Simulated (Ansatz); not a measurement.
A series of calculations on BH3OCl2

**1. Relaxation**

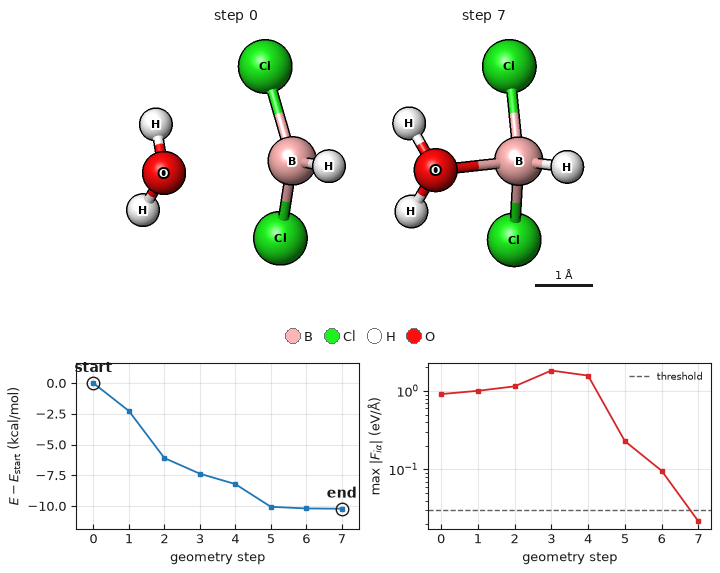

First and last geometry of a relaxation of BH3OCl2, with the history of the run. A ball-and-stick model, seen at a tilt.

The run prepares an end point of a later path (reaction) calculation, from a guessed geometry.

Computed with Ansatz, RKS PBE-D4/def2-SVP.

Input file:
```yaml
crystal:
  periodic: [false, false, false]
  atoms:
    - { symbol: B, position_ang: [0.001862, 0.308077, 0.057395] }
    - { symbol: Cl, position_ang: [-0.091119, 0.615471, 1.856216] }
    - { symbol: H, position_ang: [1.087589, 0.280334, -0.465716] }
    - { symbol: Cl, position_ang: [-1.473416, 0.386292, -0.896191] }
    - { symbol: O, position_ang: [-0.015473, -2.252955, 0.497601] }
    - { symbol: H, position_ang: [-0.92444, -2.382742, 0.162489] }
    - { symbol: H, position_ang: [-0.169104, -1.915677, 1.417206] }
basis:
  gaussian: { orbitals: def2-SVP }
hamiltonian:
  xc: pbe
  dispersion: d4
relax:
  f_tol: 0.03
  max_steps: 50
```

Launched with:
```bash
ansatz run input.yaml --threads 1 --pin off --max-ram 2048MiB --backend cpu --events-out ev --progress --plain --runs-dir out
```

Question: What do the curves and the structures tell?

Answer: It converged. After 7 geometry steps the energy has fallen by 10.2 kcal/mol. Largest force component: 0.91 eV/Å at the start, 0.022 eV/Å at the end. The largest move after the best rigid fit is that of O5, 0.49 Å. By element the largest moves are O 0.49 Å, B 0.44 Å, H 0.38 Å, Cl 0.27 Å. Near-neighbour distances that change, for instance: B1–O5 2.599 → 1.677 Å, B1–Cl4 1.758 → 1.839 Å, B1–Cl2 1.827 → 1.839 Å, O5–H6 0.977 → 0.988 Å. New bonds form, among them: B1–O5 (2.60 → 1.68 Å). Among the angles between lasting bonds that change: H3–B1–Cl4 121.4° → 115.1°, Cl2–B1–Cl4 118.9° → 114.8°, Cl2–B1–H3 118.5° → 115.0°. Cost: 18 s on 1 thread of Arm Neoverse V2, with other jobs on the host, peak memory 0.14 GiB.

Limits of the set-up: the start holds two separate molecules, 2.6 Å apart at their closest, whose relative position is a soft coordinate.

**2. Relaxation**

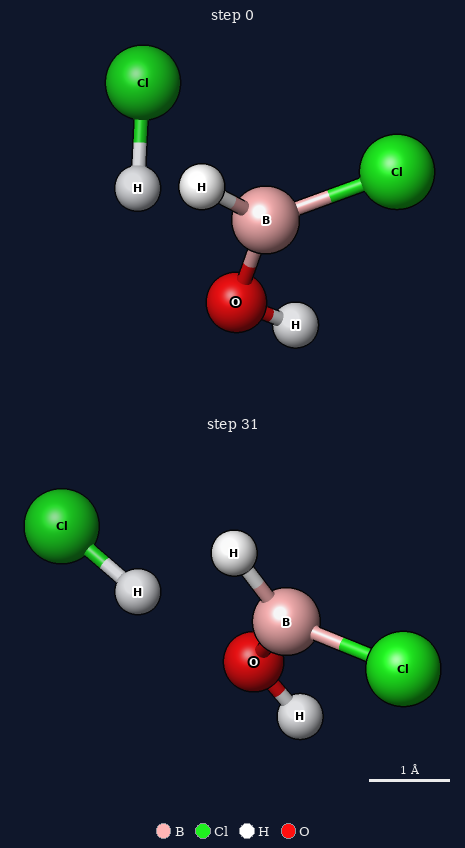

The structure of BH₃OCl₂ before (top) and after (bottom) a relaxation, at one scale.

A ball-and-stick model, seen from a free direction.

The run prepares an end point of a later path (reaction) calculation, from a guessed geometry.

Computed with RKS PBE-D4/def2-SVP (Ansatz 0.2.0). (no spin polarisation; force threshold 0.03 eV/Å; at most 50 steps)

Summarise the run.

The largest move after the best rigid fit is that of a Cl atom, 1.40 Å. By element the largest moves are Cl 1.40 Å, O 0.73 Å, H 0.71 Å, B 0.29 Å. Some distances before and after: Cl–H 1.337 → 1.309 Å, B–O 1.384 → 1.360 Å. Bond angles that change, for instance: B–O–H 111.3° → 114.0°. The energy falls by 2.04 kcal/mol in 27 accepted moves (31 points after the start). Largest force component: 0.84 eV/Å at the start, 0.02 eV/Å at the end. The line search rejected the trial steps at points 5, 16, 23, 25 of the run. The forces were under the threshold at step 10, but the run went on from there.

Limits of the set-up: the start holds two separate molecules, 2.2 Å apart at their closest, whose relative position is a soft coordinate.

**3. Path**

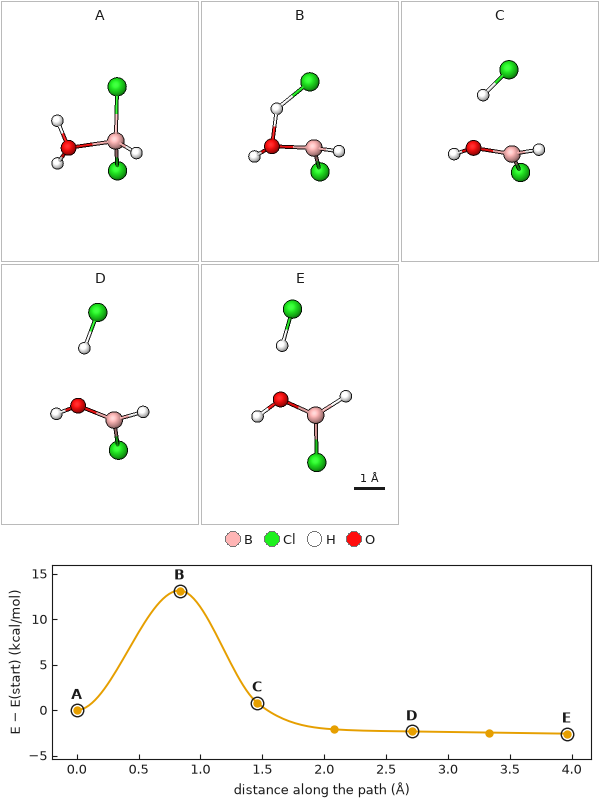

A search for the minimum-energy path of BH₃OCl₂ by the nudged elastic band. Images are numbered from 0 (start) to 6 (end). Frames A to E are images 0, 1, 2, 4, 6. Style: ball-and-stick. Shown at a tilt.

Computed with RKS PBE-D4/def2-SVP in Ansatz.

The input:
```yaml
crystal:
  periodic: [false, false, false]
  atoms:
    - { symbol: B, position_ang: [0.014109, -0.117608, 0.159269] }
    - { symbol: Cl, position_ang: [-0.078925, 0.534281, 1.876356] }
    - { symbol: H, position_ang: [1.050685, 0.110014, -0.418752] }
    - { symbol: Cl, position_ang: [-1.507748, 0.126471, -0.843172] }
    - { symbol: O, position_ang: [-0.020398, -1.772483, 0.425967] }
    - { symbol: H, position_ang: [-0.887713, -2.024568, 0.025376] }
    - { symbol: H, position_ang: [-0.154111, -1.817306, 1.403956] }
basis:
  gaussian: { orbitals: def2-SVP }
hamiltonian:
  xc: pbe
  dispersion: d4
neb:
  order_check: false
  images: 5
  f_tol: 0.05
  max_iterations: 60
  final_atoms:
    - { symbol: B, position_ang: [-0.30227883, -0.31855963, -0.56609372] }
    - { symbol: Cl, position_ang: [0.80599132, -0.53320167, 3.14308564] }
    - { symbol: H, position_ang: [0.44706062, 0.5853803, -0.28449885] }
    - { symbol: Cl, position_ang: [-1.11850733, -0.36354136, -2.13381527] }
    - { symbol: O, position_ang: [-0.51097702, -1.30549413, 0.3457799] }
    - { symbol: H, position_ang: [-1.13300587, -1.99848763, 0.04715279] }
    - { symbol: H, position_ang: [0.22761612, -1.02729489, 2.07738951] }
  initial_path:
    images:
      - { positions_ang: [[0.014109, -0.117608, 0.159269], [-0.078925, 0.534281, 1.876356], [1.050685, 0.110014, -0.418752], [-1.507748, 0.126471, -0.843172], [-0.020398, -1.772483, 0.425967], [-0.887713, -2.024568, 0.025376], [-0.154111, -1.817306, 1.403956]] }
      - { positions_ang: [[0.01675675, -0.08051515, 0.10686246], [-0.0486137, 0.3531075, 1.98824554], [1.05206229, 0.06158437, -0.47526865], [-1.53311019, 0.09810238, -0.87384676], [-0.09549235, -1.71763896, 0.4632879], [-0.81230011, -2.06564682, -0.05227569], [-0.1634037, -1.61019231, 1.4719952]] }
      - { positions_ang: [[0.0194045, -0.0434223, 0.05445591], [-0.01830239, 0.17193399, 2.10013509], [1.05343957, 0.01315474, -0.5317853], [-1.55847238, 0.06973375, -0.90452151], [-0.17058669, -1.66279493, 0.5006088], [-0.73688722, -2.10672563, -0.12992739], [-0.17269639, -1.40307862, 1.54003441]] }
      - { positions_ang: [[0.02205226, -0.00632946, 0.00204937], [0.01200891, -0.00923951, 2.21202463], [1.05481686, -0.03527489, -0.58830196], [-1.58383456, 0.04136513, -0.93519627], [-0.24568104, -1.60795089, 0.53792969], [-0.66147433, -2.14780445, -0.20757908], [-0.18198909, -1.19596494, 1.60807361]] }
      - { positions_ang: [[-0.08605811, -0.11040618, -0.18733166], [0.27666971, -0.18389356, 2.5223783], [0.85223144, 0.17161017, -0.48703425], [-1.42872549, -0.0936037, -1.33473593], [-0.33411303, -1.50713197, 0.47387976], [-0.81865151, -2.09803217, -0.12266846], [-0.04545402, -1.13974159, 1.76451224]] }
      - { positions_ang: [[-0.19416847, -0.21448291, -0.37671269], [0.54133052, -0.35854761, 2.83273197], [0.64964603, 0.37849524, -0.38576655], [-1.27361641, -0.22857253, -1.7342756], [-0.42254503, -1.40631305, 0.40982983], [-0.97582869, -2.0482599, -0.03775784], [0.09108105, -1.08351824, 1.92095088]] }
      - { positions_ang: [[-0.30227883, -0.31855963, -0.56609372], [0.80599132, -0.53320167, 3.14308564], [0.44706062, 0.5853803, -0.28449885], [-1.11850733, -0.36354136, -2.13381527], [-0.51097702, -1.30549413, 0.3457799], [-1.13300587, -1.99848763, 0.04715279], [0.22761612, -1.02729489, 2.07738951]] }
```

Run as
```bash
ansatz run input.yaml --threads 1 --pin off --max-ram 2048MiB --backend cpu --events-out ev --progress --plain --runs-dir out
```

**What happens along the path, and what is the barrier?**

The highest point, image 1, lies 13.1 kcal/mol above the start and 15.7 kcal/mol above the end; the end is at −2.6 kcal/mol relative to the start. Breaking: B–Cl (1.84 → 3.88 Å), H–O (0.99 → 1.90 Å). Forming: Cl–H (2.40 → 1.31 Å). The band converged in 15 iterations. The largest component of the band force went from 7.2 to 0.029 eV/Å. The climbing image converged on the top of the path. Its vibrational analysis gives one imaginary mode (828i cm⁻¹), as a transition state must have.
